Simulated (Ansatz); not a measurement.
**FOSi₂ (charge −1): density, localisation and related maps**

```yaml
atoms:
  - { symbol: O, position_ang: [-1.9590, 0.9801, 0.6186] }
  - { symbol: Si, position_ang: [-0.7912, 0.1031, 0.1290] }
  - { symbol: Si, position_ang: [1.3711, 0.4864, -0.3828] }
  - { symbol: F, position_ang: [-1.1259, -1.4831, -0.0922] }
```

Geometry: PBE0-D4/def2-TZVPD.

The calculation used RKS PBE0-D4/def2-TZVPPD in Ansatz.

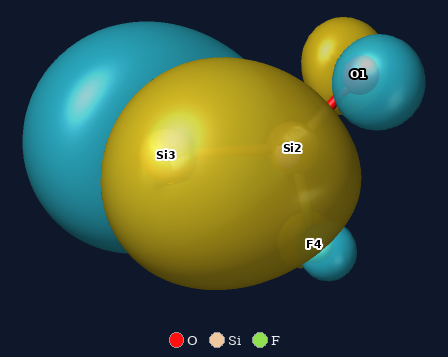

Figure 1. The HOMO at ±0.06 Å⁻³ᐟ² (yellow and cyan are the two phases), seen at a tilt.

Where does this orbital lie, and at what energy?

Its weight (Hirshfeld) is mainly on Si3 (about 70 %) and Si2 (about 20 %); it changes sign across the molecular plane (π type); π-bonding across Si2–Si3. Its energy is −0.42 eV.

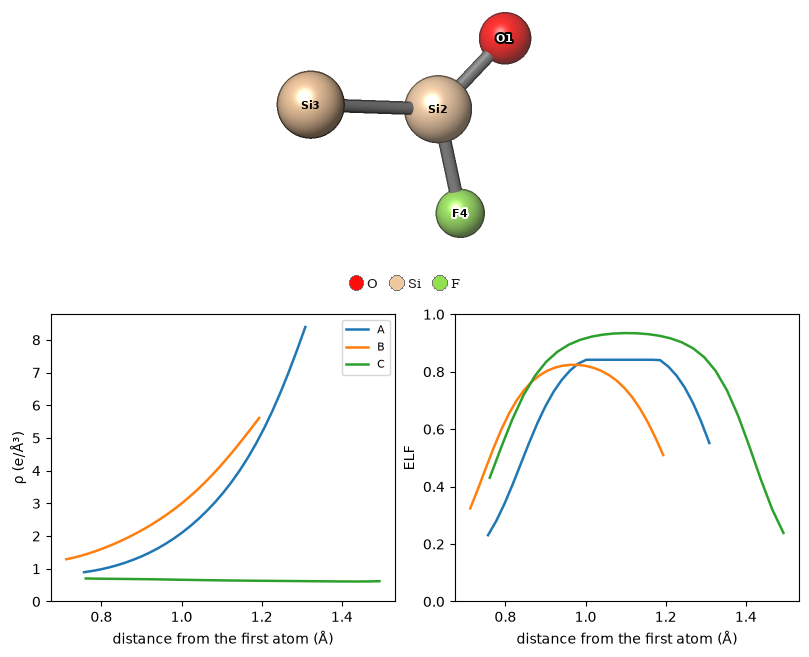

Figure 2. Electron density and electron localisation function along straight lines between neighbouring atoms. The curves leave out the atomic cores. The structure is drawn too.

Which curve belongs to which contact (Si–F, Si–O and Si–Si)? The first atom named is at distance zero.

Curve A: Si–F (1.64 Å): ρ at the midpoint is about 1 e/Å³; the ELF peaks at about 0.85 in the valence shell of F, 0.6 Å from its nucleus, and is about 0.40 at the midpoint. Curve B: Si–O (1.54 Å): ρ at the midpoint is about 1.5 e/Å³; the ELF peaks at about 0.80 between the atoms (a short, strongly polar bond). Curve C: Si–Si (2.25 Å): the density is about 0.64 e/Å³ at the midpoint; the ELF peaks at about 0.95 between the atoms: a shared electron pair.
